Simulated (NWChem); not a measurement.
# NH (imidogen) at 6 levels

Wanted: a comparison of 6 runs (UHF/3-21G, UHF/pcseg-2, UB3LYP/6-31G*, UBLYP/aug-cc-pVTZ, UCCSD/aug-cc-pVTZ, UCCSD(T)/aug-cc-pVTZ) of NH (imidogen). 

Program for the calculation: NWChem 7.3.0.

## 1. The system as given

The species is NH (2 atoms), meant as a triplet with charge 0. As SMILES, `[NH]`. The bond length is the measured one.

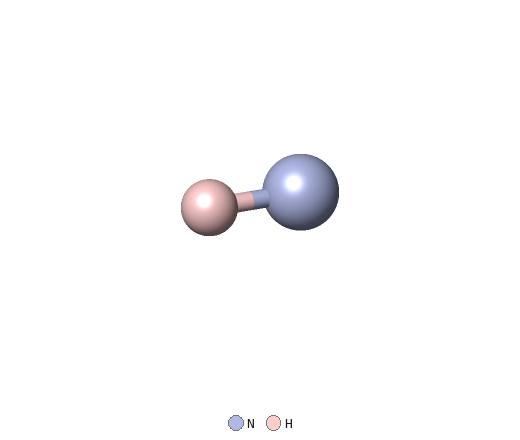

The structure, seen from a chosen angle (nitrogen light blue, hydrogen pink).

## 2. Energy and forces at UHF/3-21G (run 1)

File run.py:

```python
from ase import Atoms
from ase.calculators.nwchem import NWChem

mol = Atoms(['N', 'H'], positions=[
    [0.000000, 0.000000, 0.000000],
    [0.000000, 0.000000, 1.036210],
])

calc = NWChem(
    label='test',
    theory='scf',
    memory='2200 mb',
    basis='3-21G',
    basispar='spherical bse',
    scf={'nopen': '2', 'uhf': None, 'thresh': '1e-08', 'maxiter': '80'},
)
mol.calc = calc

forces = mol.get_forces()
print(f"energy = {mol.get_potential_energy():.6f} eV")
print("forces (eV/A):")
for s, f in zip(mol.symbols, forces):
    print(f"{s:2s} {f[0]:10.5f} {f[1]:10.5f} {f[2]:10.5f}")
```

Command:

```bash
export ASE_NWCHEM_COMMAND="nwchem PREFIX.nwi > PREFIX.nwo"
python run.py
```

The program printed:

```text
energy = -1487.352026 eV
forces (eV/A):
N     0.00000   -0.00000   -0.35980
H    -0.00000    0.00000    0.35980
```

The calculator wrote test.nwi:

```
title "test"

permanent_dir test

scratch_dir test

start test

geometry units angstrom nocenter noautosym noautoz
  N  0.0000000000000000e+00 0.0000000000000000e+00 0.0000000000000000e+00
  H  0.0000000000000000e+00 0.0000000000000000e+00 1.0362100000000001e+00
end

memory 2200 mb

basis spherical bse noprint
   * library 3-21G
end

scf
  nopen 2
  uhf
  thresh 1e-08
  maxiter 80
end

task scf gradient
```

test.nwo:

```text
Northwest Computational Chemistry Package (NWChem) 7.3.0
             --------------------------------------------------------

           Job information
           ---------------

    nwchem branch   = 7.3.0
    use scalapack   = T
    input           = test.nwi
    prefix          = test.
    data base       = test/test.db
    status          = startup
    nproc           =        1

           Memory information
           ------------------

[... 5 lines left out ...]
    hardfail = no
[... 92 lines left out ...]
 1-e energy   =     -80.930379
[... 9 lines left out ...]
 Convergence threshold     :          1.000E-08
[... 16 lines left out ...]
      One electron energy =    -81.268014966380
[... 9 lines left out ...]
          Final alpha eigenvalues
[... 105 lines left out ...]
                     UHF Final Beta Molecular Orbital Analysis
[... 142 lines left out ...]
                 ----------------------------------------
                 |  Time  |  1-e(secs)   |  2-e(secs)   |
                 ----------------------------------------
                 |  CPU   |       0.00   |       0.00   |
                 ----------------------------------------
                 |  WALL  |       0.00   |       0.00   |
                 ----------------------------------------

 Task  times  cpu:        0.0s     wall:        0.0s
 Total times  cpu:        0.1s     wall:        0.1s
```

Run time: 1.1 s. Hardware: 1 thread of Intel Xeon 6975P-C (Granite Rapids), shared host; peak memory 0.099 GiB.

## 3. Energy and forces at UHF/pcseg-2 (run 2)

File a.nw:

```
start a
memory stack 880 mb heap 220 mb global 1100 mb

geometry noautosym nocenter noautoz
  N      0.000000     0.000000     0.000000
  H      0.000000     0.000000     1.036210
end

basis spherical bse
  * library pcseg-2
end

scf
  nopen 2
  uhf
  thresh 1e-08
  maxiter 80
end

task scf gradient
```

Command:

```bash
nwchem a.nw > a.out
```

The program printed:

```text
[...]
  functions       =    44
[...]
  wavefunction    = UHF
[...]
         Total SCF energy =    -54.980204686616
      One electron energy =    -81.625666328676
      Two electron energy =     23.070664310440
 Nuclear repulsion energy =      3.574797331620
                       Sz =      1.0000
                 Sz(Sz+1) =      2.0000
                      S^2 =      2.0160
[...]
                         UHF ENERGY GRADIENTS
    atom               coordinates                        gradient
                 x          y          z           x          y          z
   1 N       0.000000   0.000000   0.000000    0.000000  -0.000000  -0.012908
   2 H       0.000000   0.000000   1.958153   -0.000000   0.000000   0.012908
[...]
```

It took 1.9 s on 1 thread of Intel Xeon 6975P-C (Granite Rapids), shared host; peak memory 0.099 GiB.

Run 3 isn't shown in full; the table further down has it.

## 4. Energy and forces at UBLYP/aug-cc-pVTZ (run 4)

File input.xyz:

```xyz
2

N      0.000000     0.000000     0.000000
H      0.000000     0.000000     1.036210
```

File input.nw:

```
start input
memory total 2200 mb

geometry noautosym nocenter noautoz
   load format xyz input.xyz
end

basis spherical bse
   N library aug-cc-pVTZ
   H library aug-cc-pVTZ
end

dft
   xc becke88 lyp
   mult 3
   grid xfine
   convergence energy 1e-08
   maxiter 100
   mulliken
end

task dft gradient
```

Command:

```bash
nwchem input.nw > input.out
```

The program printed:

```text
[...]
          Wavefunction type:  spin polarized.
          No. of atoms     :     2
          No. of electrons :     8
[...]
          Charge           :     0
          Spin multiplicity:     3
[...]
          AO basis - number of functions:    69
[...]
              XC Information
              --------------
                    Becke 1988 Exchange Functional  1.000
              Lee-Yang-Parr Correlation Functional  1.000
[...]
 d= 0,ls=0.0,diis     1    -55.2003040240 -5.88D+01  2.77D-03  1.13D-01     0.8
[...]
 d= 0,ls=0.0,diis     8    -55.2285867997 -2.22D-09  5.79D-08  1.83D-11     5.6
[...]
         Total DFT energy =      -55.228586799693
      One electron energy =      -81.621779890998
           Coulomb energy =       29.978145775717
    Exchange-Corr. energy =       -7.159750016032
 Nuclear repulsion energy =        3.574797331620
[...]
      Total Density - Mulliken Population Analysis
     ---------------------------------------------
    Atom       Charge   Shell Charges
 -----------   ------   -------------------------------------------------------
    1 N    7     7.20   1.95  0.27  1.01  0.70  0.06  0.92  1.44  0.81  0.05  0.00  0.01  0.00  0.00 -0.00
    2 H    1     0.80   0.28  0.42  0.03 -0.00  0.01  0.03  0.02  0.00  0.01
[...]
      <S2> =      2.0048 (Exact =     2.0000)
[...]
  wavefunction    = open shell
                         DFT ENERGY GRADIENTS
    atom               coordinates                        gradient
                 x          y          z           x          y          z
   1 N       0.000000   0.000000   0.000000    0.000000   0.000000   0.010157
   2 H       0.000000   0.000000   1.958153   -0.000000  -0.000000  -0.010157
[...]
```

It took 7.8 s on 1 thread of Intel Xeon 6975P-C (Granite Rapids), shared host; peak memory 0.12 GiB.

Run 5 isn't shown in full; the table further down has it.

## 5. The energy at UCCSD(T)/aug-cc-pVTZ (run 6)

File nw.nw:

```
start nw
title "imidogen"
memory stack 880 mb heap 220 mb global 1100 mb

geometry noautosym nocenter noautoz
  N     0.000000    0.000000    0.000000
  H     0.000000    0.000000    1.036210
end

basis spherical bse
  * library aug-cc-pVTZ
end

scf
  triplet
  uhf
  thresh 1e-08
  maxiter 80
  print low
end

tce
  scf
  ccsd(t)
  freeze core 1
  maxiter 60
end

task tce
```

Command:

```bash
nwchem nw.nw > nw.out
```

The program printed:

```text
[...]
  functions       =    69
[...]
  wavefunction    = UHF
[...]
         Total SCF energy =    -54.982556145308
      One electron energy =    -81.609941876464
      Two electron energy =     23.052588399536
 Nuclear repulsion energy =      3.574797331620
                       Sz =      1.0000
                 Sz(Sz+1) =      2.0000
                      S^2 =      2.0166
[...]
         Wavefunction type : Unrestricted Hartree-Fock
          No. of electrons :     8
[...]
         Spin multiplicity : triplet
[...]
 CCSD total energy / hartree       =       -55.140911759980582
[...]
 CCSD[T] total energy / hartree       =       -55.145216729689835
[...]
 CCSD(T) total energy / hartree       =       -55.145116923810356
[...]
```

It took 14 s on 1 thread of Intel Xeon 6975P-C (Granite Rapids), shared host; peak memory 0.77 GiB.

## 6. Overview of the runs

```csv
run,level,Cartesian functions,iteration cap,energy (Eh),dipole moment (D),HOMO energy (eV),LUMO energy (eV),wall time
1,UHF/3-21G,no,80,-54.659179,1.79,-12.94,5.13,1.1 s
2,UHF/pcseg-2,no,80,-54.980205,1.70,-13.82,2.75,1.9 s
3,UB3LYP/6-31G* (Cartesian functions),yes,100,-55.219346,1.60,-8.98,-2.59,1.7 s
4,UBLYP/aug-cc-pVTZ,no,100,-55.228587,1.48,-7.73,-4.50,7.8 s
5,UCCSD/aug-cc-pVTZ,no,80,-55.140912,–,–,–,14 s
6,UCCSD(T)/aug-cc-pVTZ,no,80,-55.145117,–,–,–,14 s
```

## 7. Summary of results

| quantity | value |
| --- | --- |
| run 6: total energy | -55.14512 Eh |
| run 6: correlation energy (1 core orbital frozen) | -162.6 mEh |
| run 6: (T) correction | -4.21 mEh |
| run 6: ⟨S²⟩ of the reference determinant | 2.017 |

**Reading.** Over runs 1, 2, 3, 4 the dipole moment (its size) runs from 1.48 D (UBLYP/aug-cc-pVTZ) to 1.79 D (UHF/3-21G). The two ends differ in method and basis. Totals of different functionals can't be ranked against each other. All runs together took 41 s, the longest 14 s.
